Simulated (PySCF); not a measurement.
# doublet [C4H10]+: levels of theory compared

Aim: a comparison of 6 runs (U-r2SCAN/cc-pVDZ, UB3LYP/cc-pVDZ, UBHLYP/cc-pVDZ, UM06-L/cc-pVDZ, UPBE0/cc-pVDZ, UTPSS/cc-pVDZ) of doublet [C4H10]+. The job is set up through a Python script.

The calculation is run with PySCF 2.14.0.

**1. The molecule**

[C4H10]+: 14 atoms, total charge +1, spin state doublet. SMILES of the parent species: `CC(C)C`. Geometry: relaxed at PBE0-D4/def2-TZVP. That shape belongs to the parent species and isn't relaxed for this state.

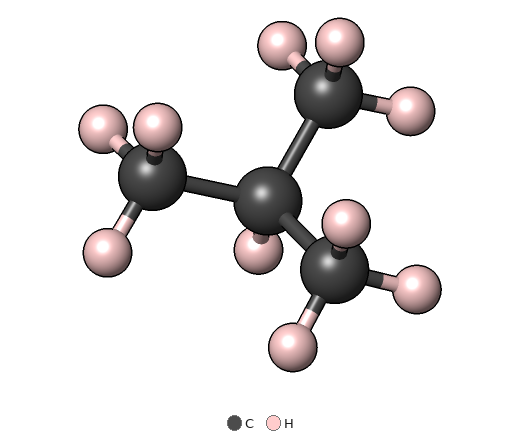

Viewed from a chosen angle; carbon dark grey, hydrogen pink.

**2. A single-point energy at U-r2SCAN/cc-pVDZ (run 1)**

Contents of job.py:

```python
from pyscf import gto, dft

mol = gto.M(
    atom='''
C   -0.528370   1.080000  -0.808920
C   -0.330970  -0.011520   0.232700
C    0.860230   0.298630   1.127250
C   -0.175300  -1.373170  -0.428410
H   -1.399880   0.879150  -1.437500
H   -0.669220   2.057790  -0.340860
H    0.345540   1.148760  -1.465090
H   -1.228540  -0.042820   0.863800
H    1.782960   0.340450   0.539160
H    0.991830  -0.466790   1.896530
H    0.742690   1.262900   1.628620
H   -0.061790  -2.167040   0.314470
H    0.711290  -1.390300  -1.070820
H   -1.040470  -1.616040  -1.050900
''',
    charge=1,
    verbose=3,
    spin=1,
    max_memory=1860,
    basis='cc-pvdz',
)

myscf = dft.UKS(mol)
myscf.xc = 'r2scan'
myscf.conv_tol = 1e-10
myscf.grids.level = 5
myscf.kernel()
if not myscf.converged:
    myscf = myscf.newton().run(myscf.mo_coeff, myscf.mo_occ)

energy = myscf.e_tot
print('E = %.10f Eh' % energy)
```

Launch:

```
$ OMP_NUM_THREADS=1 python job.py
```

Standard output:

```text
WARN: HOMO -0.495112215947148 >= LUMO -0.495107857701832

converged SCF energy = -157.950778177523  <S^2> = 0.75336058  2S+1 = 2.0033578
E = -157.9507781775 Eh
```

Run time: 1.7 min. Hardware: 1 thread of AMD EPYC 9R14 (Zen 4), shared host; peak memory 0.62 GiB.

**3. The energy at UB3LYP/cc-pVDZ (run 2)**

Contents of run.py:

```python
from pyscf import gto, dft

system = gto.Mole()
system.atom = [
    ('C', (-0.528370, 1.080000, -0.808920)),
    ('C', (-0.330970, -0.011520, 0.232700)),
    ('C', (0.860230, 0.298630, 1.127250)),
    ('C', (-0.175300, -1.373170, -0.428410)),
    ('H', (-1.399880, 0.879150, -1.437500)),
    ('H', (-0.669220, 2.057790, -0.340860)),
    ('H', (0.345540, 1.148760, -1.465090)),
    ('H', (-1.228540, -0.042820, 0.863800)),
    ('H', (1.782960, 0.340450, 0.539160)),
    ('H', (0.991830, -0.466790, 1.896530)),
    ('H', (0.742690, 1.262900, 1.628620)),
    ('H', (-0.061790, -2.167040, 0.314470)),
    ('H', (0.711290, -1.390300, -1.070820)),
    ('H', (-1.040470, -1.616040, -1.050900)),
]
system.verbose = 3
system.basis = 'cc-pvdz'
system.spin = 1
system.charge = 1
system.max_memory = 1860
system.build()

ks = dft.UKS(system)
ks.xc = 'b3lyp'
ks.grids.level = 5
ks.conv_tol = 1e-10
ks.kernel()
if not ks.converged:
    ks = ks.newton().run(ks.mo_coeff, ks.mo_occ)

etot = ks.e_tot
print('E(%s) = %.9f' % ('B3LYP', etot))
```

Launch:

```
$ OMP_NUM_THREADS=1 python run.py
```

Standard output:

```text
WARN: HOMO -0.370494251597542 >= LUMO -0.370494251597541

converged SCF energy = -158.049651672941  <S^2> = 0.75295122  2S+1 = 2.002949
E(B3LYP) = -158.049651673
```

It took 29 s on 1 thread of AMD EPYC 9R14 (Zen 4), shared host; peak memory 0.57 GiB.

Runs 3 to 5 aren't shown in full; the table further down has their settings and results.

**4. The energy at UTPSS/cc-pVDZ (run 6)**

Contents of calc.py:

```python
from pyscf import gto, dft

mol = gto.Mole()
mol.atom = '''
C   -0.528370   1.080000  -0.808920
C   -0.330970  -0.011520   0.232700
C    0.860230   0.298630   1.127250
C   -0.175300  -1.373170  -0.428410
H   -1.399880   0.879150  -1.437500
H   -0.669220   2.057790  -0.340860
H    0.345540   1.148760  -1.465090
H   -1.228540  -0.042820   0.863800
H    1.782960   0.340450   0.539160
H    0.991830  -0.466790   1.896530
H    0.742690   1.262900   1.628620
H   -0.061790  -2.167040   0.314470
H    0.711290  -1.390300  -1.070820
H   -1.040470  -1.616040  -1.050900
'''
mol.verbose = 4
mol.charge = 1
mol.basis = 'cc-pvdz'
mol.spin = 1
mol.max_memory = 1860
mol.build()

ks = dft.UKS(mol, xc='tpss')
ks.conv_tol = 1e-10
ks.grids.level = 5
ks.kernel()
if not ks.converged:
    ks = ks.newton().run(ks.mo_coeff, ks.mo_occ)

energy = ks.e_tot
print('E = %.10f Eh' % energy)
```

Launch:

```
$ OMP_NUM_THREADS=1 python calc.py
```

Standard output:

```text
PySCF version 2.14.0

[... 69 lines left out ...]
WARN: beta  nocc = 16  HOMO -0.485807366494239 >= LUMO -0.48580342835657
[... 10 lines left out ...]
WARN: beta  nocc = 16  HOMO -0.515594812634866 >= LUMO -0.515419464616464
[... 72 lines left out ...]
converged SCF energy = -158.089053994347  <S^2> = 0.75214998  2S+1 = 2.0021488
E = -158.0890539943 Eh
```

Wall time 91 s (1 thread of AMD EPYC 9R14 (Zen 4), shared host); peak memory 0.62 GiB.

**5. The series**

| run | level | energy (Eh) | HOMO energy (eV) | LUMO energy (eV) | ⟨S²⟩ | wall time |
| --- | --- | --- | --- | --- | --- | --- |
| 1 | U-r2SCAN/cc-pVDZ | -157.950778 | -14.21 | -13.95 | 0.753 | 1.7 min |
| 2 | UB3LYP/cc-pVDZ | -158.049652 | -15.12 | -13.54 | 0.753 | 29 s |
| 3 | UBHLYP/cc-pVDZ | -157.928958 | -16.75 | -12.58 | 0.756 | 30 s |
| 4 | UM06-L/cc-pVDZ | -158.034052 | -14.17 | -13.95 | 0.752 | 76 s |
| 5 | UPBE0/cc-pVDZ | -157.848436 | -15.35 | -13.33 | 0.753 | 28 s |
| 6 | UTPSS/cc-pVDZ | -158.089054 | -14.08 | -13.86 | 0.752 | 91 s |

**6. What came out**

```
                                 quantity          value
                      run 6: total energy  -158.08905 Eh
run 6: HOMO energy (highest over α and β)      -14.08 eV
 run 6: LUMO energy (lowest over α and β)      -13.86 eV
                              run 6: ⟨S²⟩          0.752
```

**Reading.** Totals of different functionals can't be ranked against each other. All runs together took 5.9 min, the longest 1.7 min.
